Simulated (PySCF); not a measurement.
**ClGeH$_{3}$···NH$_{3}$···NH$_{3}$ (SMILES [Cl][GeH3].N.N): density, localisation and related maps**

Input

```
{"job": {"kind": "inter", "xc": "wB97M-D3(BJ)", "basis": "def2-SVPD", "pairs": false}, "charge": 0, "multiplicity": 1, "parts": [{"atoms": "0-4", "charge": 0, "multiplicity": 1}, {"atoms": "5-8", "charge": 0, "multiplicity": 1}, {"atoms": "9-12", "charge": 0, "multiplicity": 1}]}
Ge    -0.323831    -0.171663    -0.268014
Cl     1.792782     0.149361     0.234994
H     -0.832591     1.272289    -0.456205
H     -0.387297    -0.941581    -1.582930
H     -1.002206    -0.827109     0.931420
N      0.647114    -3.056814     0.117563
H      0.053841    -3.878298     0.046541
H      1.422384    -3.193348    -0.524997
H      1.042015    -3.034318     1.062746
N      1.962268    -2.225804     2.806795
H      1.432446    -2.010178     3.646109
H      2.902019    -2.476684     3.099288
H      2.032197    -1.367536     2.262142
```

Run with:

```sh
OMP_NUM_THREADS=1 python cluster_run.py task.json out
```

Geometry: PBE0-D3(BJ)/def2-SVPD.

All numbers below come from wB97M-D3(BJ)/def2-SVPD, SCF density, gas phase in PySCF.

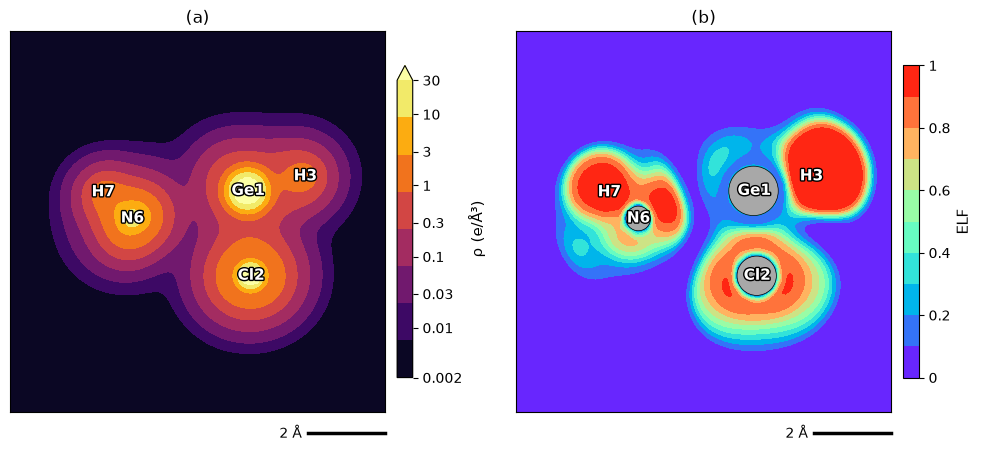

Figure 1. (a) electron density; (b) ELF on the plane of atoms Cl2, Ge1 and H3. Grey discs cover the atomic cores in the ELF map.

Q: Read the bonding off the picture.

A:
- The plane passes through Ge, Cl, H and N nuclei.
- Ge–Cl (2.20 Å): the density is about 0.66 e/Å³ at the midpoint; the ELF peaks at about 0.85 in the valence shell of Cl, 0.9 Å from its nucleus, and is about 0.65 at the midpoint.
- N–H (1.02 Å): ρ at the midpoint is about 2.8 e/Å³; the ELF climbs to about 1 towards the hydrogen, as it does in any bond to H: a covalent bond by its length.
- Ge–H (1.54 Å): ρ is about 1 e/Å³ halfway; the ELF climbs to about 1 towards the hydrogen.
- The ELF also peaks beside Cl2, away from the bonds: lone-pair regions.

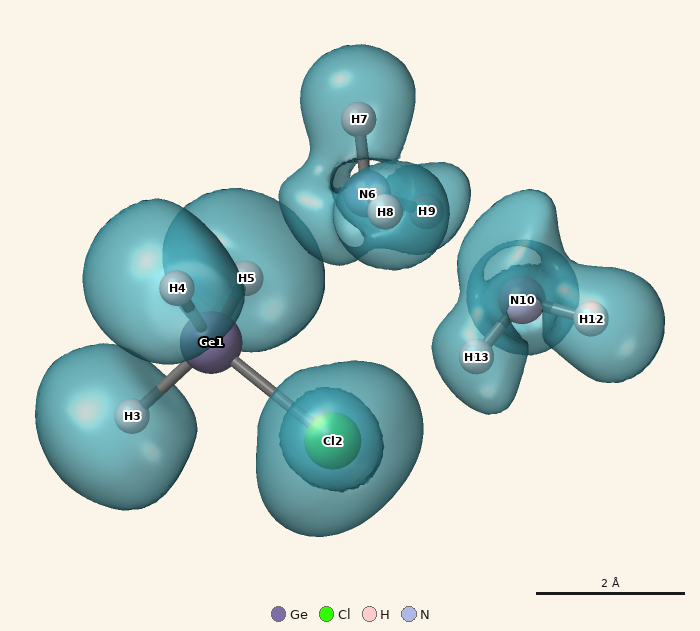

Figure 2. Isosurface of the ELF at 0.75 (cyan), seen at an oblique angle. Core shells and regions of very low density are left out.

Q: Identify the bonds, lone pairs and shells in this picture.

A: The ELF exceeds this value in three regions around hydrogen nuclei, one region wrapped around Cl (its valence shell) and two joined regions spread over several atoms (H, N), in which their bonds and any lone pairs are merged.


N10···H9 (2.13 Å): the ELF dips to about 0.10 between them: a closed-shell contact with the geometry of a hydrogen bond.

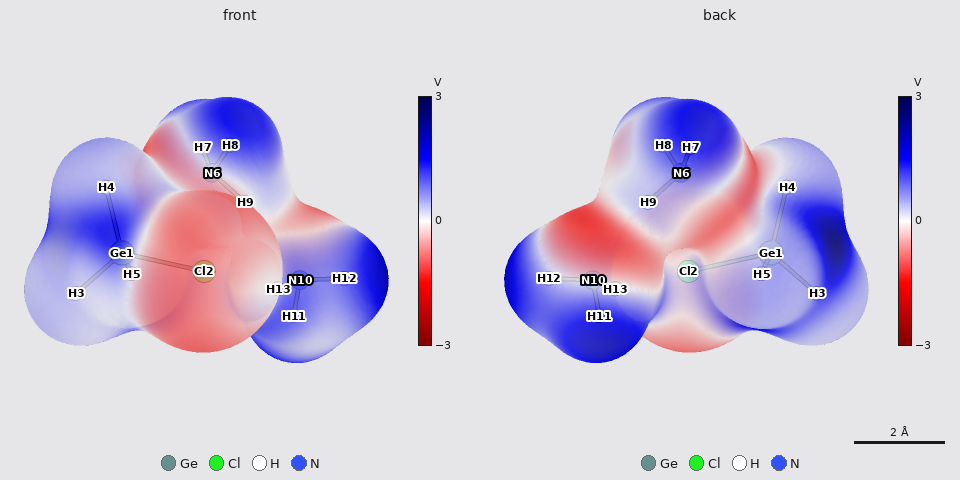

Figure 3. The electrostatic potential painted on the density surface at 0.004 e/bohr³, seen from the front and from behind; the colour scale runs from red (negative) to blue (positive).

Q: Which sites attract a positive test charge, and which a negative one?

A: A positive charge is drawn to the negative regions and a negative charge to the positive ones. The most negative region (about −1.3 V, or −30 kcal/mol for a unit charge) lies over N10, the most positive (about +2.4 V, or +55 kcal/mol for a unit charge) over Ge1. N10 is the likeliest acceptor of a hydrogen bond.
